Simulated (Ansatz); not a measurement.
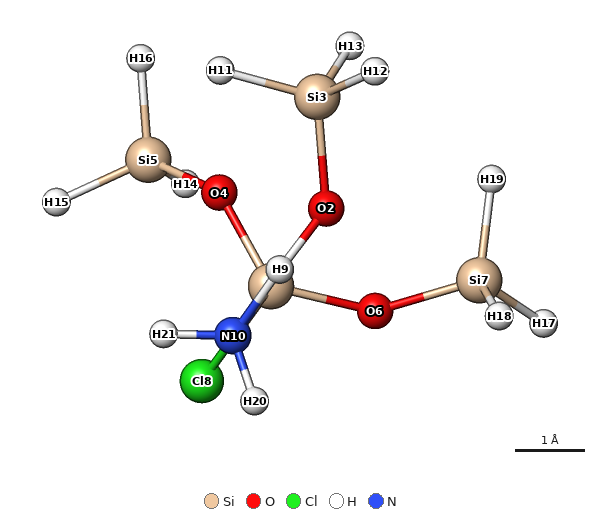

Figure 1. The input geometry (ball-and-stick view, seen at a tilt; atoms are numbered from 1 in the order of the input). Bond lengths as drawn: Cl–Si 2.12 Å, H–N 1.01 to 1.26 Å, H–O 1.22 Å, H–Si 1.48 to 1.49 Å, N–Si 1.82 Å and O–Si 1.61 to 1.65 Å.

Run report: Si₄NH₁₂ClO₃, single-point calculation

Si₄NH₁₂ClO₃, computed with RKS PBE0-D4/def2-TZVPP (Ansatz 0.2.0).

The geometry is a transition state. The reaction was set up to form Si1–N10 and O2–H9 and to break Si1–O2 and H9–N10 (atoms counted from 1 in the order of the input); sticks are drawn by distance alone. The geometry comes from this level: PBE0-D4/def2-TZVP.

## Output
```
Functional definition: PBE0
  name "PBE0"
  cite "Adamo & Barone, J. Chem. Phys. 110, 6158 (1999) doi:10.1063/1.478522"
  cite "Perdew, Burke & Ernzerhof, Phys. Rev. Lett. 77, 3865 (1996) doi:10.1103/PhysRevLett.77.3865"
  parent pbe
  parameter a = 0.25
  parameter kappa = 0.804
  parameter beta = 0.06672455060314922
  exchange = (1 - a)*pbe_x(kappa = kappa, mu = beta*pi^2/3) + a*exact_x
  correlation = pbe_c(beta = beta)
2805 factors; their error is unknown
mean field evaluation 1: about -51832.0358 eV, gradient 9.5e1 eV
mean field evaluation 2: about -51809.8108 eV, gradient 1.4e2 eV
mean field evaluation 4: about -51846.2477 eV, gradient 7.9e0 eV
mean field evaluation 8: about -51846.3538 eV, gradient 2.2e-1 eV
mean field evaluation 16: about -51846.4651 eV, gradient 6.3e-5 eV
mean field -51846.46511836 eV, -1905.3224503033 hartree, gradient 8.5e-5 eV, S^2 0.000000; 0 other end points of the search recorded, 0 dependent functions left out
reference -51846.46516700 eV, -1905.3224520909 hartree; 58, 58 occupied and 444, 444 virtual orbitals, 2805 factors
Total energy: -51847.13888057 eV, -1905.3472106079 hartree
```

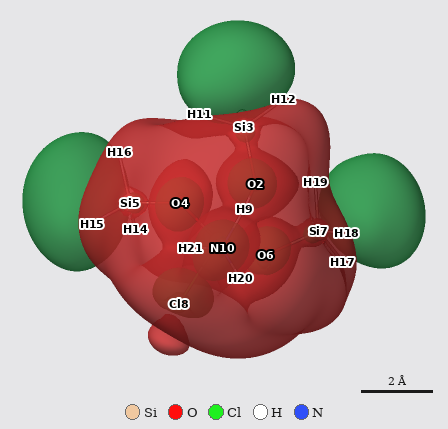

Figure 2. One frontier orbital at ±0.03 Å⁻³ᐟ² (green and red are the two phases), seen face on. The LUMO, at −0.28 eV. Its weight (Hirshfeld) is mainly on Si5 (15 %), Si7 (10 %), Si3 (10 %), H21 (10 %) and Si1 (10 %).

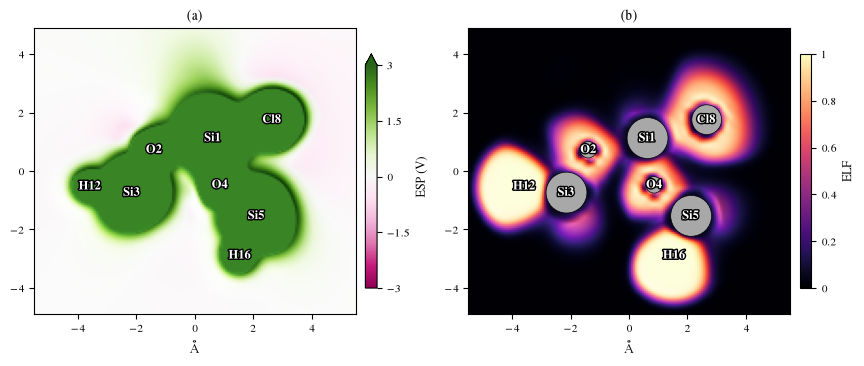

Figure 3. (a) molecular electrostatic potential; (b) electron localisation function on the plane of atoms O4, Si5 and H16. Grey discs, where drawn, cover atomic cores. The section cuts through Si, O, Cl and H sites. Si–O (1.62 Å): the ELF peaks at about 0.90 between the atoms. Si–Cl (2.12 Å): the ELF peaks at about 0.90 between the atoms, which marks a shared but strongly polarised pair. Si–H (1.49 Å): the ELF climbs to about 1 towards the hydrogen, as it does in any bond to H.

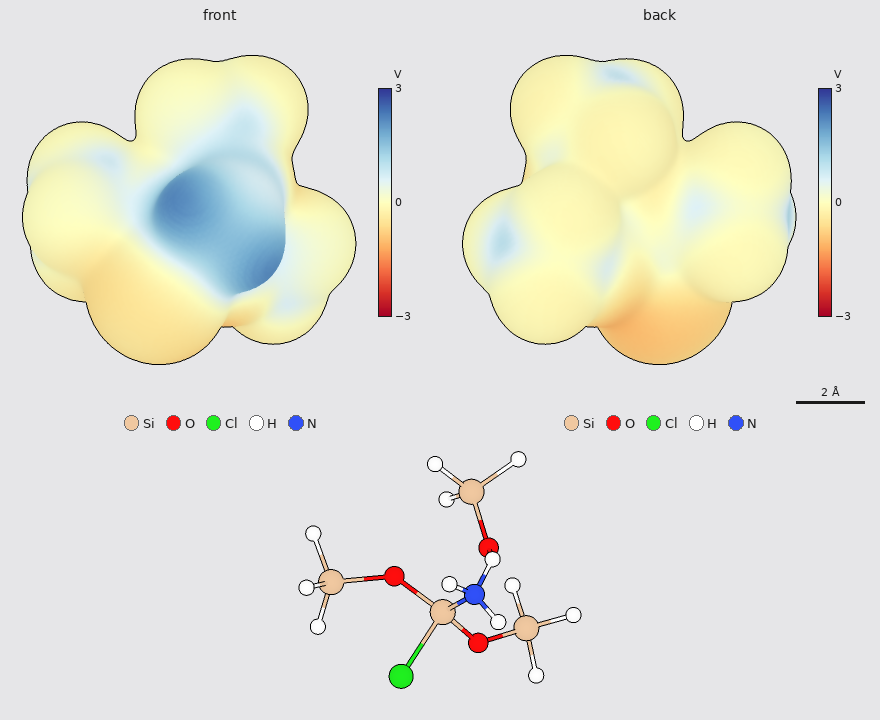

Figure 4. The molecular electrostatic potential painted on the density surface at 0.001 e/bohr³, seen at a tilt and from behind; the colour scale runs from red (negative) to blue (positive). The bare structure is drawn below in the same view.

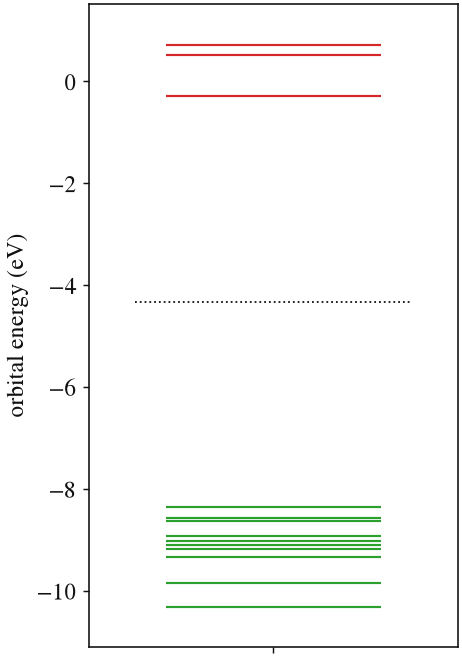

Figure 5. Orbital energies near the frontier; the dotted line parts filled from empty levels, and levels within 0.02 eV of each other stand side by side. Highest filled −8.37 eV, lowest empty −0.28 eV, 8.09 eV apart.

The run was set up as follows.

## Input file
```yaml
crystal:
  periodic: [false, false, false]
  atoms:
    - {symbol: Si, position_ang: [0.541813, 0.118307, 0.838783]}
    - {symbol: O, position_ang: [0.479125, 0.206326, -1.236553]}
    - {symbol: Si, position_ang: [-0.837527, 0.396624, -2.206814]}
    - {symbol: O, position_ang: [-1.040264, 0.475395, 0.798182]}
    - {symbol: Si, position_ang: [-2.266224, 0.717009, 1.880414]}
    - {symbol: O, position_ang: [1.107507, -1.386284, 0.692727]}
    - {symbol: Si, position_ang: [1.379788, -2.438073, -0.550415]}
    - {symbol: Cl, position_ang: [0.880441, 0.360192, 2.921732]}
    - {symbol: H, position_ang: [1.247206, 1.063871, -0.844080]}
    - {symbol: N, position_ang: [1.671484, 1.438757, 0.285232]}
    - {symbol: H, position_ang: [-1.453776, 1.738647, -2.014145]}
    - {symbol: H, position_ang: [-0.406202, 0.280275, -3.625402]}
    - {symbol: H, position_ang: [-1.844681, -0.653051, -1.915626]}
    - {symbol: H, position_ang: [-2.383164, -0.427200, 2.814315]}
    - {symbol: H, position_ang: [-2.048072, 1.976666, 2.632333]}
    - {symbol: H, position_ang: [-3.502147, 0.832709, 1.068833]}
    - {symbol: H, position_ang: [1.773580, -3.719368, 0.085218]}
    - {symbol: H, position_ang: [2.492229, -1.960529, -1.408023]}
    - {symbol: H, position_ang: [0.159724, -2.656955, -1.363833]}
    - {symbol: H, position_ang: [2.640487, 1.276284, 0.533543]}
    - {symbol: H, position_ang: [1.408671, 2.360297, 0.613677]}
basis:
  gaussian: {orbitals: def2-TZVPP}
hamiltonian: {xc: pbe0, dispersion: d4}
output: {orbitals: {seedname: orbitals}}
```

Run as:
```bash
ansatz run in.yaml --threads 4 --pin off --events-out ev --progress --plain --max-ram 46080MiB --backend cuda --devices 0, --max-vram 37GiB
```

## Results in brief

| quantity | value |
| --- | --- |
| outcome | converged |
| total energy | −51847.1389 eV |
| mean-field energy | −51846.4652 eV |
| dispersion energy | −0.6737 eV |
| SCF solution under orbital rotations | stable |
| HOMO | −8.37 eV |
| LUMO | −0.28 eV |
| hardware | 4 CPU threads, shared host |
| wall time | 3.9 s (CPU time 4.8 s) |
| peak memory | 1.1 GiB |
